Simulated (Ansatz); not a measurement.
## Electronic structure of AlCl₃···H₂ in real space

Input

```
crystal:
  periodic: [false, false, false]
  atoms:
    - { symbol: Al, position_ang: [0.0, 0.0, 0.0] }
    - { symbol: Cl, position_ang: [0.0, 0.0, 2.58] }
    - { symbol: Cl, position_ang: [1.9312, 0.0, -1.115] }
    - { symbol: Cl, position_ang: [-1.9312, 0.0, -1.115] }
    - { symbol: H, position_ang: [0.0777, -1.7634, 0.5865] }
    - { symbol: H, position_ang: [0.0662, -1.5022, 1.5585] }
basis:
  gaussian: { orbitals: "6-31G*" }
hamiltonian:
  xc: b3lyp
  dispersion: d4
relax:
  f_tol: 0.15
  max_steps: 25
  restrain:
    - { distance: [0, 4], at: 2.76, k: 30.0 }
    - { distance: [5, 1], at: 2.57, k: 30.0 }
    - { distance: [0, 1], at: 2.23, k: 30.0 }
    - { distance: [5, 4], at: 0.66, k: 30.0 }
output:
  orbitals: {}
```

Run with:

```sh
ansatz run input.yaml --threads 1 --pin off --max-ram 2048MiB --backend cpu --events-out ev --progress --plain --runs-dir out
```

The fields are those of the run's last geometry, not of the input's.

Not at a stationary point (largest force 1.5 eV/Å).

All numbers below come from Ansatz 0.2.0, RKS B3LYP-D4/6-31G*.

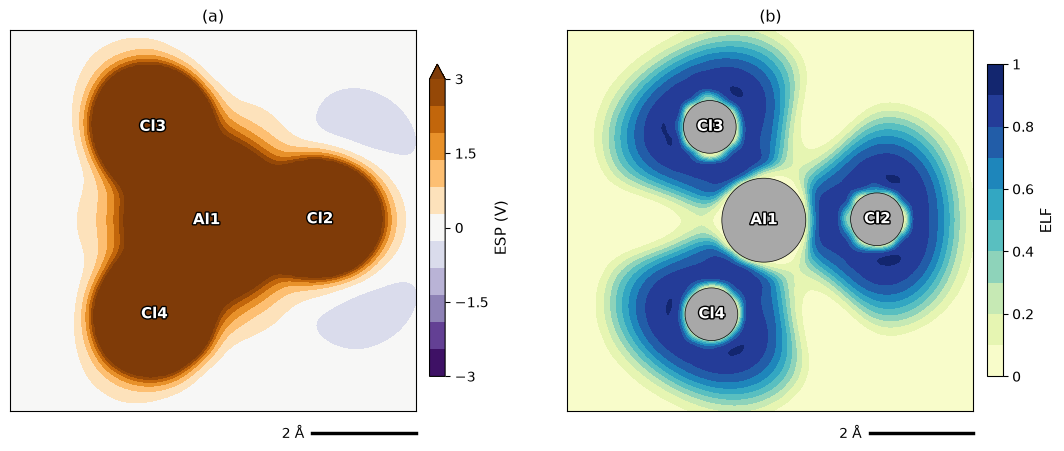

Figure 1. (a) molecular electrostatic potential; (b) ELF on the plane of atoms Cl2, Al1 and Cl3. Grey discs cover the atomic cores in the ELF map.

What does the map show?

Answer. Atoms in the plane: Al and Cl.
Al–Cl (2.08 Å): the ELF peaks at about 0.90 in the valence shell of Cl, 0.9 Å from its nucleus, and is about 0.80 at the midpoint.
Al–Cl (2.19 Å): the ELF peaks at about 0.85 in the valence shell of Cl, 1.0 Å from its nucleus, and is about 0.80 at the midpoint.
The ELF also peaks beside Cl4, Cl2 and Cl3, away from the bonds: lone-pair regions.
Outside the dense part of the complex the potential is most negative (−0.4 V) near Cl2.

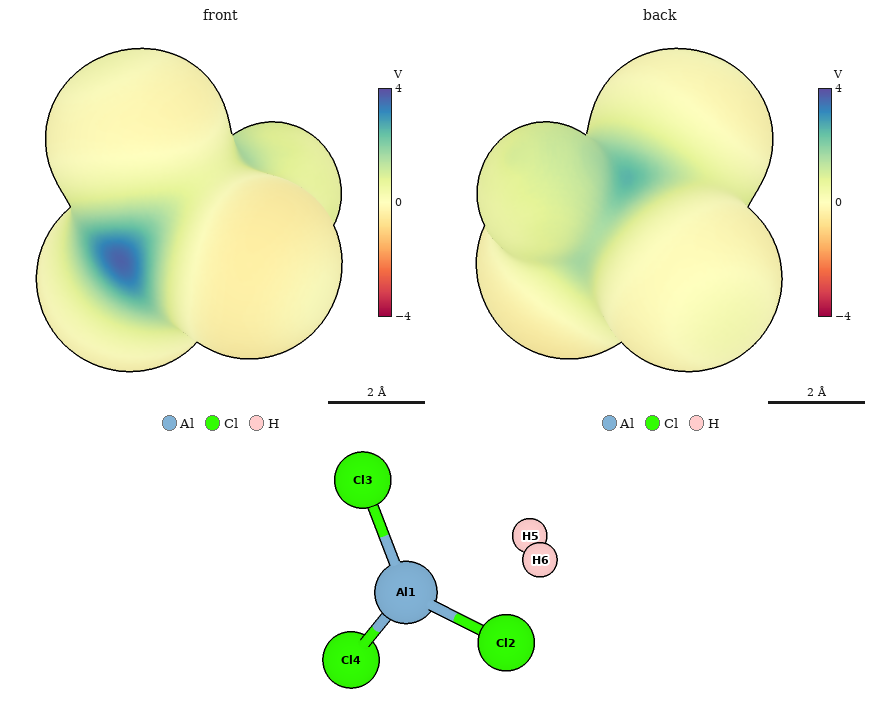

Figure 2. The electrostatic potential painted on the density surface at 0.002 e/bohr³, seen from the front and from behind; the colour scale runs from red (negative) to blue (positive). The bare structure is drawn below in the same view.

Describe the electrostatic potential map.

Answer. The most negative region (about −0.4 V) lies over Cl2, the most positive (about +3.4 V) over Al1.

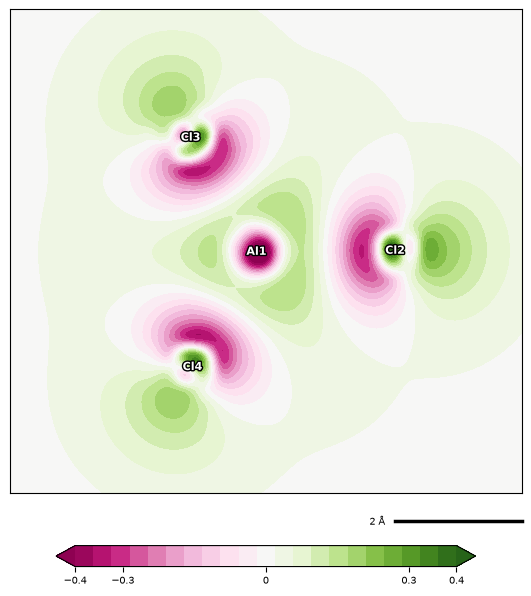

Figure 3. The LUMO on the plane of atoms Cl3, Al1 and Cl4 (values in Å⁻³ᐟ²; the overall sign is arbitrary).

Where does this orbital lie, and at what energy?

Answer. It lies mainly on Al1 (about 50 %), Cl2 (about 15 %), Cl4 (about 15 %) and Cl3 (about 15 %). Its energy is −1.79 eV.
